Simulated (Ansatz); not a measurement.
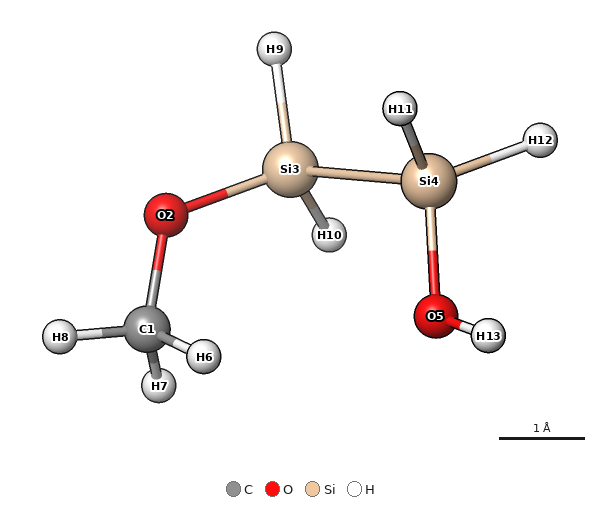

Fig. 1: The input geometry (ball-and-stick view, seen at a tilt; atoms are numbered from 1 in the order of the input). Bond lengths as drawn: C–H 1.09 to 1.10 Å, C–O 1.41 Å, H–O 0.96 Å, H–Si 1.49 Å, O–Si 1.65 to 1.66 Å and Si–Si 2.35 Å.

Single-point calculation, with input and output: CH$_{8}$O$_{2}$Si$_{2}$

The run: single-point calculation of CH$_{8}$O$_{2}$Si$_{2}$, SMILES CO[SiH2][SiH2]O. Method and program: RKS r2SCAN-D4/def2-TZVPP (Ansatz 0.2.0).

The geometry comes from this level: PBE0-D4/def2-TZVP. Figures and captions count atoms from 1; the log counts them from 0 in places.

Output
```
Functional definition: r2SCAN
  name "r2SCAN"
  cite "Furness, Kaplan, Ning, Perdew & Sun, J. Phys. Chem. Lett. 11, 8208 (2020) doi:10.1021/acs.jpclett.0c02405"
  cite "Furness, Kaplan, Ning, Perdew & Sun, J. Phys. Chem. Lett. 11, 9248 (2020) doi:10.1021/acs.jpclett.0c03077"
  parent r2scan
  parameter k0 = 0.174
  parameter k1 = 0.065
  parameter a1 = 4.9479
  exchange = r2scan_x(k0 = k0, k1 = k1, a1 = a1)
  correlation = r2scan_c
1530 factors; their error is unknown
mean field evaluation 1: about -21006.5479 eV, gradient 7.8e1 eV
mean field evaluation 2: about -20970.6856 eV, gradient 1.5e2 eV
mean field evaluation 4: about -21016.9349 eV, gradient 1.0e1 eV
mean field evaluation 8: about -21017.1241 eV, gradient 3.3e-1 eV
mean field evaluation 16: about -21017.0787 eV, gradient 2.6e-4 eV
mean field -21017.07866489 eV, -772.3633950471 hartree, gradient 2.0e-5 eV, S^2 0.000000; 0 other end points of the search recorded, 0 dependent functions left out
the calculation of the forces begins
reference -21017.07868005 eV, -772.3633956043 hartree; 29, 29 occupied and 260, 260 virtual orbitals, 1530 factors
Total energy: -21017.14983627 eV, -772.3660105469 hartree
Atom 0 at    -1.410784    -0.124265     1.554882 Å, force    -0.285458     0.166455     0.024433 eV/Å
Atom 1 at    -0.209208    -0.859497     1.467564 Å, force     0.210957    -0.207287     0.027795 eV/Å
Atom 2 at     1.119825    -0.284117     0.684354 Å, force     0.065259     0.017539    -0.032546 eV/Å
Atom 3 at     0.756348    -0.030351    -1.623208 Å, force     0.042674    -0.029545    -0.018972 eV/Å
Atom 4 at    -0.524363     1.010095    -1.796168 Å, force    -0.032717     0.032096     0.023269 eV/Å
Atom 5 at    -1.802395     0.130715     0.564163 Å, force     0.004435    -0.004409     0.003015 eV/Å
Atom 6 at    -1.267528     0.803811     2.120225 Å, force     0.001082    -0.001553    -0.001777 eV/Å
Atom 7 at    -2.146102    -0.738644     2.076808 Å, force     0.012441     0.010243    -0.007650 eV/Å
Atom 8 at     2.200288    -1.278236     0.910735 Å, force    -0.013996     0.021853    -0.000341 eV/Å
Atom 9 at     1.538553     1.030077     1.258710 Å, force     0.002558    -0.008494    -0.000327 eV/Å
Atom 10 at     0.460564    -1.339052    -2.278919 Å, force     0.013511     0.008887     0.006729 eV/Å
Atom 11 at     1.983159     0.508049    -2.286118 Å, force    -0.004879    -0.016614     0.004649 eV/Å
Atom 12 at    -0.813156     1.210116    -2.687928 Å, force    -0.015866     0.010828    -0.028276 eV/Å
Dipole moment:    -0.184424     0.165284    -0.267205 e Å
```

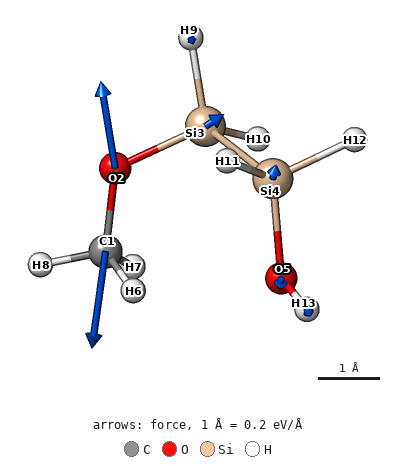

Fig. 2: Forces on the atoms as blue arrows (ball-and-stick view, seen at a tilt; atoms are numbered from 1 in the order of the input); the smallest are left out. The largest act on C1 (0.33 eV/Å); O2 (0.30 eV/Å). The geometry is not a stationary point of this energy.

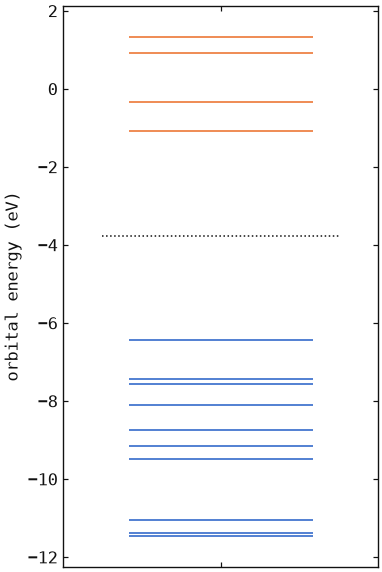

Fig. 3: Orbital energies near the frontier; the dotted line parts filled from empty levels, and levels within 0.02 eV of each other stand side by side. Highest filled −6.44 eV, lowest empty −1.09 eV, 5.35 eV apart.

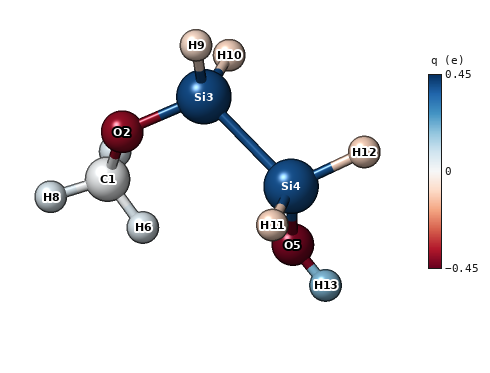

Fig. 4: Mulliken charges, as the colour of each atom (ball-and-stick view, seen at a tilt; atoms are numbered from 1 in the order of the input; Mulliken charges depend strongly on the basis). By element: C +0.01, O −0.42 to −0.39, Si +0.39 to +0.40 and H −0.10 to +0.20 e.

This output came from the following input.

The input
```yaml
crystal:
  periodic: [false, false, false]
  atoms:
    - {symbol: C, position_ang: [-1.410784, -0.124265, 1.554882]}
    - {symbol: O, position_ang: [-0.209208, -0.859497, 1.467564]}
    - {symbol: Si, position_ang: [1.119825, -0.284117, 0.684354]}
    - {symbol: Si, position_ang: [0.756348, -0.030351, -1.623208]}
    - {symbol: O, position_ang: [-0.524363, 1.010095, -1.796168]}
    - {symbol: H, position_ang: [-1.802395, 0.130715, 0.564163]}
    - {symbol: H, position_ang: [-1.267528, 0.803811, 2.120225]}
    - {symbol: H, position_ang: [-2.146102, -0.738644, 2.076808]}
    - {symbol: H, position_ang: [2.200288, -1.278236, 0.910735]}
    - {symbol: H, position_ang: [1.538553, 1.030077, 1.258710]}
    - {symbol: H, position_ang: [0.460564, -1.339052, -2.278919]}
    - {symbol: H, position_ang: [1.983159, 0.508049, -2.286118]}
    - {symbol: H, position_ang: [-0.813156, 1.210116, -2.687928]}
basis:
  gaussian: {orbitals: def2-TZVPP}
hamiltonian: {xc: r2scan, dispersion: d4}
output: {forces: true, orbitals: {seedname: orbitals}}
```

Command:
```bash
ansatz run in.yaml --threads 4 --pin off --events-out ev --progress --plain --max-ram 10444MiB
```

Results in brief

- outcome: converged
- total energy: −21017.1498 eV
- mean-field energy: −21017.0787 eV
- dispersion energy: −0.0712 eV
- SCF solution under orbital rotations: stable
- HOMO: −6.44 eV
- LUMO: −1.09 eV
- largest force (length of the vector): 0.331 eV/Å
- dipole moment: 1.75 D
- hardware: 4 threads of Arm Neoverse V2, 23 GiB of memory available, shared host
- wall time: 5 s (CPU time 18 s)
- peak memory: 0.45 GiB
